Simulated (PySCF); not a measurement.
# C2H8O2Si: NMR shifts at several levels of theory, part 1 of 2

How much do the NMR shifts of C2H8O2Si (`CO[Si@@H](C)O`) depend on the level of theory, and what does each level cost?

The runs use PySCF 2.14.0, with density-fitted response routines of our own; the level of theory stands in each step. All values are computed, except where a source is named. Atoms are numbered from 0 throughout.

### Step 1. The molecule as given

13 atoms, charge 0, multiplicity 1; geometry from: PBE0-D3(BJ)/def2-SVP.

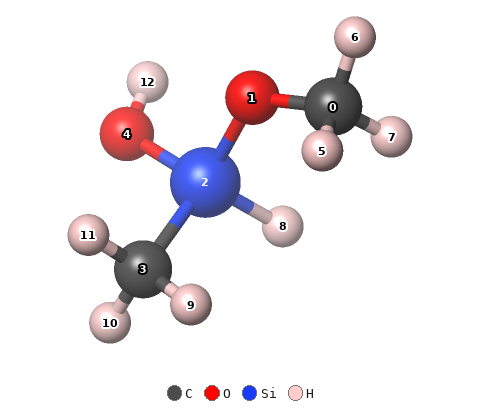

The starting geometry (carbon dark grey, oxygen red, silicon blue, hydrogen pink), atoms numbered.

### Step 2. Nuclear shieldings: HF/pcSseg-2

What the job is given:

```
{"job": {"kind": "nmr", "xc": "HF", "basis": "pcSseg-2", "pop": false}, "charge": 0, "multiplicity": 1}
C      1.358960    -0.972366     0.336871
O      0.712310     0.174253     0.803104
Si    -0.357437     1.090152    -0.085975
C     -2.023568     0.286180    -0.237218
O     -0.582953     2.512421     0.730025
H      0.664505    -1.825855     0.222946
H      2.133734    -1.268901     1.061221
H      1.854458    -0.808570    -0.639227
H      0.268023     1.313588    -1.431048
H     -1.954266    -0.675249    -0.769846
H     -2.722618     0.931842    -0.790562
H     -2.445794     0.097877     0.761918
H      0.211602     2.993221     0.978596
```

With the program's defaults for keys left out, this is: GIAO HF/pcSseg-2 NMR shielding, non-relativistic, gas phase.

Started as:

```sh
> OMP_NUM_THREADS=1 python probes_run.py task.json out
```

The driver reads the jobs from task.json and runs them one after another.

Output:

```text
final grid: 99736 points
cycle   1  E = -519.1466069992  dE =  4.592e-01  |g| = 7.255e-01  |ddm| = 2.335e+00
cycle   2  E = -519.2285349604  dE = -8.193e-02  |g| = 4.327e-01  |ddm| = 5.500e-01
cycle   3  E = -519.2600293648  dE = -3.149e-02  |g| = 6.392e-02  |ddm| = 2.081e-01
cycle   4  E = -519.2612455463  dE = -1.216e-03  |g| = 1.238e-02  |ddm| = 6.316e-02
cycle   5  E = -519.2612962980  dE = -5.075e-05  |g| = 3.345e-03  |ddm| = 1.352e-02
cycle   6  E = -519.2613001324  dE = -3.834e-06  |g| = 1.122e-03  |ddm| = 4.037e-03
cycle   7  E = -519.2613005304  dE = -3.980e-07  |g| = 3.376e-04  |ddm| = 1.300e-03
cycle   8  E = -519.2613005717  dE = -4.134e-08  |g| = 1.014e-04  |ddm| = 4.451e-04
cycle   9  E = -519.2613005761  dE = -4.385e-09  |g| = 2.168e-05  |ddm| = 1.596e-04
cycle  10  E = -519.2613005764  dE = -2.489e-10  |g| = 6.088e-06  |ddm| = 3.115e-05
converged SCF energy = -519.2613005764

GIAO shielding tensors (ppm)
atom      isotropic    diamagn.    paramagn.     s11        s22        s33       span
  0 C      144.247     235.263     -91.016    120.466    124.276    188.000     67.534
  1 O      323.288     393.835     -70.548    281.955    326.360    361.548     79.593
  2 Si     400.140     873.337    -473.197    366.592    404.734    429.093     62.501
  3 C      193.577     243.110     -49.533    190.854    191.089    198.789      7.934
  4 O      292.468     385.391     -92.924    256.309    297.557    323.537     67.229
  5 H       28.539      30.458      -1.919     24.000     27.107     34.510     10.510
  6 H       28.201      28.584      -0.383     23.979     25.994     34.631     10.652
  7 H       28.419      29.993      -1.574     24.616     26.232     34.408      9.792
  8 H       27.244      30.713      -3.469     24.564     25.053     32.116      7.553
  9 H       31.639      31.625       0.014     27.345     29.489     38.084     10.739
 10 H       31.422      28.610       2.811     27.228     28.510     38.527     11.299
 11 H       31.416      29.973       1.443     27.594     28.637     38.017     10.423
 12 H       29.860      31.285      -1.426     21.446     24.379     43.753     22.307
```

Wall time 18 s (1 thread of Arm Neoverse V2, shared host); peak memory 1.1 GiB.

Shifts follow as δ = σ(reference) − σ, with reference shieldings (ppm) from runs at the same level and on the same kind of geometry: 1H TMS 31.68, 13C TMS 191.5, 29Si TMS 383.0, 17O H2O 326.3. The references are single molecules in the gas phase, so shifts against H2O, NH3, PH3, H3PO4 or CFCl3 are not on the usual liquid scales and can be off by tens of ppm. Atoms listed in one row are averaged.

| atoms | environment | σ (ppm) | δ (ppm) |
| --- | --- | --- | --- |
| C0 | methyl carbon bonded to O | 144.2 | 47.2 |
| C3 | methyl carbon bonded to Si | 193.6 | -2.1 |
| H8 | hydrogen on a silicon bonded to C, 2 O | 27.24 | 4.44 |
| H5, H6, H7 | hydrogen on a methyl carbon bonded to O | 28.39 | 3.30 |
| H12 | hydrogen on an oxygen bonded to Si | 29.86 | 1.82 |
| H9, H10, H11 | hydrogen on a methyl carbon bonded to Si | 31.49 | 0.19 |
| O4 | oxygen bonded to Si, H | 292.5 | 33.9 |
| O1 | oxygen bonded to C, Si | 323.3 | 3.0 |
| Si2 | silicon bonded to C, 2 O, H | 400.1 | -17.2 |

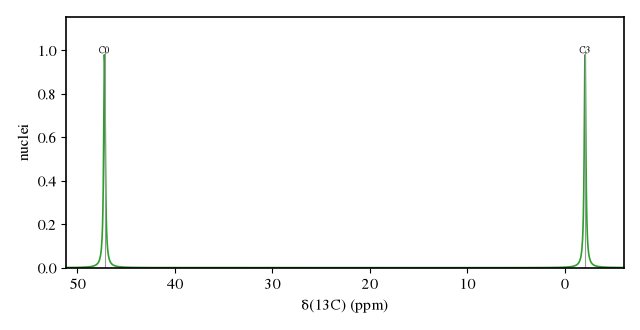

13C lines at the computed shifts, without couplings. Lines are broadened to a width of 0.20 ppm (Lorentzian).

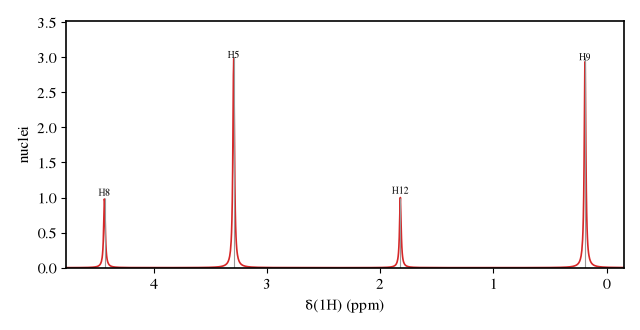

1H lines at the computed shifts, without couplings. Lines are broadened to a width of 0.02 ppm (Lorentzian).

### Step 3. Shielding tensors: LDA/pcSseg-2

The job, as its differences from that of step 2:

```diff
@@ -1,2 +1,2 @@
-{"job": {"kind": "nmr", "xc": "HF", "basis": "pcSseg-2", "pop": false}, "charge": 0, "multiplicity": 1}
+{"job": {"kind": "nmr", "xc": "LDA", "basis": "pcSseg-2", "pop": false}, "charge": 0, "multiplicity": 1}
 C      1.358960    -0.972366     0.336871
```

Level: GIAO LDA/pcSseg-2 NMR shielding, non-relativistic, gas phase.

Output:

```text
coarse grid: 10928 points
cycle   1  E = -517.9313928969  dE =  4.200e-01  |g| = 1.192e+00  |ddm| = 2.483e+00
cycle   2  E = -516.8429731454  dE =  1.088e+00  |g| = 2.587e+00  |ddm| = 3.205e+00
cycle   3  E = -518.1768872631  dE = -1.334e+00  |g| = 2.890e-01  |ddm| = 2.803e+00
cycle   4  E = -518.1908699765  dE = -1.398e-02  |g| = 1.465e-01  |ddm| = 2.629e-01
cycle   5  E = -518.1956733669  dE = -4.803e-03  |g| = 3.430e-02  |ddm| = 1.012e-01
cycle   6  E = -518.1958481540  dE = -1.748e-04  |g| = 2.016e-02  |ddm| = 3.288e-02
cycle   7  E = -518.1959203517  dE = -7.220e-05  |g| = 3.211e-03  |ddm| = 1.314e-02
cycle   8  E = -518.1959223569  dE = -2.005e-06  |g| = 8.974e-04  |ddm| = 2.761e-03
final grid: 99736 points
cycle   9  E = -518.1850990050  dE = -9.159e-05  |g| = 5.266e-03  |ddm| = 3.299e-02
cycle  10  E = -518.1850896485  dE =  9.356e-06  |g| = 8.411e-03  |ddm| = 7.444e-03
cycle  11  E = -518.1851043032  dE = -1.465e-05  |g| = 1.222e-03  |ddm| = 5.192e-03
cycle  12  E = -518.1851045178  dE = -2.146e-07  |g| = 4.838e-04  |ddm| = 9.323e-04
cycle  13  E = -518.1851045654  dE = -4.753e-08  |g| = 7.601e-05  |ddm| = 2.901e-04
cycle  14  E = -518.1851045664  dE = -1.012e-09  |g| = 3.036e-05  |ddm| = 7.348e-05
cycle  15  E = -518.1851045665  dE = -1.420e-10  |g| = 1.232e-05  |ddm| = 2.122e-05
converged SCF energy = -518.1851045665

GIAO shielding tensors (ppm)
atom      isotropic    diamagn.    paramagn.     s11        s22        s33       span
  0 C      127.210     240.805    -113.595     95.620    102.360    183.650     88.030
  1 O      282.293     392.681    -110.388    227.409    287.754    331.714    104.305
  2 Si     303.642     877.652    -574.009    261.942    319.750    329.235     67.293
  3 C      183.755     247.670     -63.915    176.281    179.212    195.772     19.492
  4 O      261.921     383.260    -121.339    214.641    280.049    291.072     76.432
  5 H       27.156      29.720      -2.564     22.776     25.432     33.259     10.483
  6 H       26.934      28.552      -1.617     22.994     24.729     33.080     10.085
  7 H       27.002      29.448      -2.446     23.515     24.471     33.019      9.504
  8 H       25.076      29.566      -4.490     22.626     22.933     29.669      7.043
  9 H       30.690      30.893      -0.203     26.636     28.859     36.576      9.940
 10 H       30.510      28.606       1.904     26.572     27.902     37.056     10.483
 11 H       30.651      29.634       1.017     27.094     27.949     36.910      9.816
 12 H       29.154      31.051      -1.897     21.532     24.384     41.546     20.014
```

Wall time 37 s (1 thread of Arm Neoverse V2, shared host); peak memory 0.94 GiB.

This run: δ C0 53.1, C3 -3.5, O4 72.4, O1 52.1, H8 5.70, H5 3.74 ppm (means over like atoms).

### Step 4. Shielding tensors: PBE/pcSseg-2

The job, as its differences from that of step 3:

```diff
@@ -1,2 +1,2 @@
-{"job": {"kind": "nmr", "xc": "LDA", "basis": "pcSseg-2", "pop": false}, "charge": 0, "multiplicity": 1}
+{"job": {"kind": "nmr", "xc": "PBE", "basis": "pcSseg-2", "pop": false}, "charge": 0, "multiplicity": 1}
 C      1.358960    -0.972366     0.336871
```

With the program's defaults for keys left out, this is: GIAO PBE/pcSseg-2 NMR shielding, non-relativistic, gas phase.

Output:

```text
coarse grid: 10928 points
cycle   1  E = -520.4997433336  dE =  4.181e-01  |g| = 1.174e+00  |ddm| = 2.429e+00
cycle   2  E = -519.4860259600  dE =  1.014e+00  |g| = 2.502e+00  |ddm| = 3.183e+00
cycle   3  E = -520.7392558074  dE = -1.253e+00  |g| = 2.701e-01  |ddm| = 2.780e+00
cycle   4  E = -520.7516367931  dE = -1.238e-02  |g| = 1.394e-01  |ddm| = 2.556e-01
cycle   5  E = -520.7560449391  dE = -4.408e-03  |g| = 3.162e-02  |ddm| = 9.662e-02
cycle   6  E = -520.7562036302  dE = -1.587e-04  |g| = 1.794e-02  |ddm| = 3.050e-02
cycle   7  E = -520.7562611789  dE = -5.755e-05  |g| = 2.850e-03  |ddm| = 1.192e-02
cycle   8  E = -520.7562628040  dE = -1.625e-06  |g| = 7.174e-04  |ddm| = 2.512e-03
final grid: 99736 points
cycle   9  E = -520.7537983388  dE = -1.030e-04  |g| = 1.463e-02  |ddm| = 3.747e-02
cycle  10  E = -520.7536945994  dE =  1.037e-04  |g| = 2.732e-02  |ddm| = 2.082e-02
cycle  11  E = -520.7538391193  dE = -1.445e-04  |g| = 3.056e-03  |ddm| = 1.462e-02
cycle  12  E = -520.7538409858  dE = -1.867e-06  |g| = 5.214e-04  |ddm| = 2.337e-03
cycle  13  E = -520.7538410374  dE = -5.158e-08  |g| = 2.001e-04  |ddm| = 4.391e-04
cycle  14  E = -520.7538410435  dE = -6.102e-09  |g| = 8.078e-05  |ddm| = 1.483e-04
cycle  15  E = -520.7538410445  dE = -1.080e-09  |g| = 1.567e-05  |ddm| = 5.395e-05
cycle  16  E = -520.7538410446  dE = -5.389e-11  |g| = 4.420e-06  |ddm| = 1.546e-05
converged SCF energy = -520.7538410446

GIAO shielding tensors (ppm)
atom      isotropic    diamagn.    paramagn.     s11        s22        s33       span
  0 C      126.121     239.986    -113.864     96.116    102.078    180.170     84.054
  1 O      281.014     392.740    -111.726    232.563    284.624    325.855     93.292
  2 Si     330.233     877.440    -547.208    290.487    345.990    354.221     63.734
  3 C      182.838     246.260     -63.422    176.545    179.389    192.580     16.035
  4 O      265.155     382.897    -117.741    221.570    279.555    294.341     72.771
  5 H       27.603      30.252      -2.649     23.307     25.871     33.630     10.322
  6 H       27.417      28.595      -1.178     23.545     25.224     33.482      9.937
  7 H       27.452      29.806      -2.354     24.029     24.940     33.387      9.358
  8 H       25.739      30.332      -4.593     23.328     23.560     30.329      7.001
  9 H       31.102      31.292      -0.189     27.164     29.327     36.816      9.652
 10 H       30.937      28.599       2.339     27.111     28.407     37.293     10.182
 11 H       31.060      29.915       1.145     27.628     28.467     37.085      9.457
 12 H       29.819      31.490      -1.671     22.280     25.115     42.063     19.783
```

Run time: 46 s. Hardware: 1 thread of Arm Neoverse V2, shared host; peak memory 0.93 GiB.

Key values: δ C0 53.3, C3 -3.4, O4 62.7, O1 46.9, H8 5.44, H5 3.69 ppm (means over like atoms).

### Step 5. NMR shieldings: BLYP/pcSseg-2

The job, as its differences from that of step 4:

```diff
@@ -1,2 +1,2 @@
-{"job": {"kind": "nmr", "xc": "PBE", "basis": "pcSseg-2", "pop": false}, "charge": 0, "multiplicity": 1}
+{"job": {"kind": "nmr", "xc": "BLYP", "basis": "pcSseg-2", "pop": false}, "charge": 0, "multiplicity": 1}
 C      1.358960    -0.972366     0.336871
```

Method: GIAO BLYP/pcSseg-2 NMR shielding, non-relativistic, gas phase.

Output:

```text
coarse grid: 10928 points
cycle   1  E = -520.8135135400  dE =  4.426e-01  |g| = 1.270e+00  |ddm| = 2.427e+00
cycle   2  E = -519.5469215501  dE =  1.267e+00  |g| = 2.765e+00  |ddm| = 3.683e+00
cycle   3  E = -521.0863781116  dE = -1.539e+00  |g| = 3.015e-01  |ddm| = 3.294e+00
cycle   4  E = -521.1006116727  dE = -1.423e-02  |g| = 1.722e-01  |ddm| = 2.992e-01
cycle   5  E = -521.1072839121  dE = -6.672e-03  |g| = 3.838e-02  |ddm| = 1.166e-01
cycle   6  E = -521.1075185805  dE = -2.347e-04  |g| = 2.123e-02  |ddm| = 3.624e-02
cycle   7  E = -521.1075981463  dE = -7.957e-05  |g| = 3.570e-03  |ddm| = 1.427e-02
cycle   8  E = -521.1076006736  dE = -2.527e-06  |g| = 8.525e-04  |ddm| = 3.120e-03
final grid: 99736 points
cycle   9  E = -521.1079751654  dE = -1.010e-04  |g| = 8.382e-03  |ddm| = 3.503e-02
cycle  10  E = -521.1079501004  dE =  2.507e-05  |g| = 1.333e-02  |ddm| = 1.171e-02
cycle  11  E = -521.1079902612  dE = -4.016e-05  |g| = 1.601e-03  |ddm| = 7.572e-03
cycle  12  E = -521.1079906274  dE = -3.662e-07  |g| = 7.307e-04  |ddm| = 1.437e-03
cycle  13  E = -521.1079907279  dE = -1.005e-07  |g| = 1.269e-04  |ddm| = 5.326e-04
cycle  14  E = -521.1079907303  dE = -2.421e-09  |g| = 5.905e-05  |ddm| = 1.254e-04
cycle  15  E = -521.1079907309  dE = -5.916e-10  |g| = 2.174e-05  |ddm| = 4.057e-05
converged SCF energy = -521.1079907309

GIAO shielding tensors (ppm)
atom      isotropic    diamagn.    paramagn.     s11        s22        s33       span
  0 C      121.482     237.337    -115.855     91.503     97.406    175.539     84.036
  1 O      276.985     393.077    -116.092    229.524    280.072    321.359     91.835
  2 Si     324.446     876.415    -551.970    284.527    339.483    349.327     64.800
  3 C      178.534     244.101     -65.566    172.039    175.285    188.278     16.240
  4 O      263.685     382.438    -118.753    220.959    275.791    294.306     73.347
  5 H       27.756      30.159      -2.403     23.556     26.008     33.706     10.149
  6 H       27.563      28.926      -1.363     23.757     25.417     33.515      9.758
  7 H       27.608      29.789      -2.181     24.272     25.099     33.453      9.180
  8 H       26.067      30.300      -4.234     23.662     23.901     30.637      6.975
  9 H       31.307      31.363      -0.057     27.534     29.640     36.746      9.213
 10 H       31.136      28.966       2.170     27.463     28.745     37.201      9.737
 11 H       31.258      30.110       1.148     27.996     28.783     36.995      8.998
 12 H       30.051      31.729      -1.678     22.621     25.409     42.123     19.502
```

Run time: 44 s. Hardware: 1 thread of Arm Neoverse V2, shared host; peak memory 0.93 GiB.

Key values: δ C0 53.5, C3 -3.5, O4 61.5, O1 48.2, H8 5.31, H5 3.73 ppm (means over like atoms).

### Step 6. NMR shieldings: BP86/pcSseg-2

The job, as its differences from that of step 5:

```diff
@@ -1,2 +1,2 @@
-{"job": {"kind": "nmr", "xc": "BLYP", "basis": "pcSseg-2", "pop": false}, "charge": 0, "multiplicity": 1}
+{"job": {"kind": "nmr", "xc": "BP86", "basis": "pcSseg-2", "pop": false}, "charge": 0, "multiplicity": 1}
 C      1.358960    -0.972366     0.336871
```

With the program's defaults for keys left out, this is: GIAO BP86/pcSseg-2 NMR shielding, non-relativistic, gas phase.

Output:

```text
coarse grid: 10928 points
cycle   1  E = -520.9497652118  dE =  4.203e-01  |g| = 1.183e+00  |ddm| = 2.424e+00
cycle   2  E = -519.9617521985  dE =  9.880e-01  |g| = 2.490e+00  |ddm| = 2.938e+00
cycle   3  E = -521.1914695548  dE = -1.230e+00  |g| = 2.666e-01  |ddm| = 2.538e+00
cycle   4  E = -521.2037670708  dE = -1.230e-02  |g| = 1.359e-01  |ddm| = 2.493e-01
cycle   5  E = -521.2079353451  dE = -4.168e-03  |g| = 3.166e-02  |ddm| = 9.390e-02
cycle   6  E = -521.2080922604  dE = -1.569e-04  |g| = 1.789e-02  |ddm| = 2.963e-02
cycle   7  E = -521.2081493960  dE = -5.714e-05  |g| = 3.076e-03  |ddm| = 1.170e-02
cycle   8  E = -521.2081511460  dE = -1.750e-06  |g| = 7.564e-04  |ddm| = 2.590e-03
final grid: 99736 points
cycle   9  E = -521.2087142052  dE = -1.071e-04  |g| = 7.688e-03  |ddm| = 3.585e-02
cycle  10  E = -521.2086899210  dE =  2.428e-05  |g| = 1.334e-02  |ddm| = 1.031e-02
cycle  11  E = -521.2087251371  dE = -3.522e-05  |g| = 1.828e-03  |ddm| = 7.166e-03
cycle  12  E = -521.2087257125  dE = -5.754e-07  |g| = 6.281e-04  |ddm| = 1.493e-03
cycle  13  E = -521.2087257661  dE = -5.364e-08  |g| = 1.173e-04  |ddm| = 4.439e-04
cycle  14  E = -521.2087257529  dE =  1.319e-08  |g| = 7.413e-05  |ddm| = 1.006e-04
cycle  15  E = -521.2087257539  dE = -9.186e-10  |g| = 1.146e-05  |ddm| = 4.134e-05
converged SCF energy = -521.2087257539

GIAO shielding tensors (ppm)
atom      isotropic    diamagn.    paramagn.     s11        s22        s33       span
  0 C      125.792     239.978    -114.186     96.090    101.969    179.317     83.227
  1 O      281.707     392.405    -110.698    234.037    284.892    326.192     92.155
  2 Si     330.219     877.401    -547.182    290.145    346.079    354.434     64.289
  3 C      182.407     246.343     -63.936    176.562    178.954    191.705     15.143
  4 O      265.495     382.921    -117.426    222.143    279.749    294.592     72.449
  5 H       27.664      30.303      -2.640     23.373     25.942     33.675     10.303
  6 H       27.493      28.679      -1.186     23.639     25.293     33.548      9.909
  7 H       27.510      29.902      -2.393     24.079     25.007     33.443      9.365
  8 H       25.802      30.370      -4.568     23.408     23.604     30.394      6.986
  9 H       31.168      31.359      -0.191     27.266     29.407     36.832      9.566
 10 H       30.997      28.696       2.301     27.189     28.487     37.314     10.125
 11 H       31.106      29.985       1.120     27.701     28.555     37.061      9.360
 12 H       29.881      31.487      -1.606     22.348     25.184     42.111     19.763
```

Wall time 44 s (1 thread of Arm Neoverse V2, shared host); peak memory 0.93 GiB.

Key values: δ C0 53.4, C3 -3.2, O4 60.6, O1 44.4, H8 5.43, H5 3.68 ppm (means over like atoms).

### Step 7. NMR shieldings: OPBE/pcSseg-2

The job, as its differences from that of step 6:

```diff
@@ -1,2 +1,2 @@
-{"job": {"kind": "nmr", "xc": "BP86", "basis": "pcSseg-2", "pop": false}, "charge": 0, "multiplicity": 1}
+{"job": {"kind": "nmr", "xc": "OPBE", "basis": "pcSseg-2", "pop": false}, "charge": 0, "multiplicity": 1}
 C      1.358960    -0.972366     0.336871
```

With the program's defaults for keys left out, this is: GIAO OPBE/pcSseg-2 NMR shielding, non-relativistic, gas phase.

Output:

```text
coarse grid: 10928 points
cycle   1  E = -520.7917349231  dE =  3.661e-01  |g| = 1.070e+00  |ddm| = 2.449e+00
cycle   2  E = -520.0524890764  dE =  7.392e-01  |g| = 2.159e+00  |ddm| = 2.842e+00
cycle   3  E = -521.0017054248  dE = -9.492e-01  |g| = 2.111e-01  |ddm| = 2.414e+00
cycle   4  E = -521.0095235702  dE = -7.818e-03  |g| = 1.118e-01  |ddm| = 2.100e-01
cycle   5  E = -521.0123800291  dE = -2.856e-03  |g| = 2.448e-02  |ddm| = 7.794e-02
cycle   6  E = -521.0124789407  dE = -9.891e-05  |g| = 1.378e-02  |ddm| = 2.434e-02
cycle   7  E = -521.0125133317  dE = -3.439e-05  |g| = 2.725e-03  |ddm| = 9.694e-03
cycle   8  E = -521.0125148802  dE = -1.549e-06  |g| = 6.540e-04  |ddm| = 2.534e-03
final grid: 99736 points
cycle   9  E = -521.0102560135  dE = -2.305e-04  |g| = 2.373e-02  |ddm| = 5.397e-02
cycle  10  E = -521.0099913008  dE =  2.647e-04  |g| = 4.441e-02  |ddm| = 3.510e-02
cycle  11  E = -521.0103507561  dE = -3.595e-04  |g| = 3.406e-03  |ddm| = 2.507e-02
cycle  12  E = -521.0103526457  dE = -1.890e-06  |g| = 1.413e-03  |ddm| = 3.161e-03
cycle  13  E = -521.0103530856  dE = -4.399e-07  |g| = 3.173e-04  |ddm| = 1.086e-03
cycle  14  E = -521.0103531001  dE = -1.447e-08  |g| = 1.446e-04  |ddm| = 2.452e-04
cycle  15  E = -521.0103531038  dE = -3.729e-09  |g| = 1.527e-05  |ddm| = 8.121e-05
cycle  16  E = -521.0103531039  dE = -4.991e-11  |g| = 3.601e-06  |ddm| = 1.595e-05
converged SCF energy = -521.0103531039

GIAO shielding tensors (ppm)
atom      isotropic    diamagn.    paramagn.     s11        s22        s33       span
  0 C      131.602     242.876    -111.274    102.926    108.121    183.758     80.832
  1 O      289.244     393.252    -104.007    245.877    291.408    330.447     84.570
  2 Si     359.440     879.027    -519.587    322.532    374.633    381.155     58.623
  3 C      187.624     247.788     -60.164    182.729    184.741    195.401     12.672
  4 O      273.339     383.693    -110.355    232.861    286.234    300.921     68.059
  5 H       27.722      30.759      -3.037     23.390     26.010     33.765     10.374
  6 H       27.574      28.094      -0.520     23.652     25.326     33.744     10.093
  7 H       27.581      30.002      -2.421     24.087     25.101     33.556      9.470
  8 H       25.894      31.071      -5.177     23.555     23.634     30.493      6.938
  9 H       31.118      31.476      -0.358     27.047     29.247     37.061     10.014
 10 H       30.979      27.960       3.019     27.052     28.326     37.559     10.507
 11 H       31.060      29.793       1.267     27.496     28.418     37.267      9.771
 12 H       29.880      31.361      -1.481     22.181     25.088     42.371     20.190
```

Wall time 46 s (1 thread of Arm Neoverse V2, shared host); peak memory 0.93 GiB.

This run: δ C0 52.8, C3 -3.2, O4 55.9, O1 40.0, H8 5.31, H5 3.57 ppm (means over like atoms).

(Continued in part 2 of 2.)
